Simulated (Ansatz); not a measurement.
# ZrB2: response to strain

The reference is ZrB2 (space group P6/mmm, No. 191; a = 3.155 Å, c = 3.506 Å; relaxed with 0.1 eV smearing).

Strains are applied to the cell and any free atomic positions relax.

Calculations: Ansatz (a first-principles code) PBEsol, no spin-orbit coupling.

Notes on the quantities. energy relative to the base: free energy F.

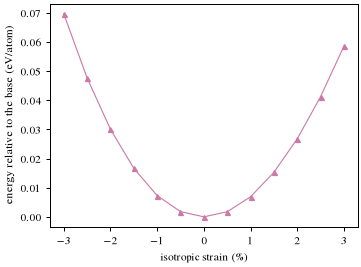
Energy relative to the base against isotropic strain

Problem. From the plot, what is the energy relative to the base for isotropic strain −1.50 %?

Solution. About 0.017 eV/atom.

Problem. Is the trend monotonic over the range shown?

Solution. No, it turns within the range, spanning 0 meV/atom to +70 meV/atom.

Stability against distortions was not tested. The final runs are not spin-polarised.
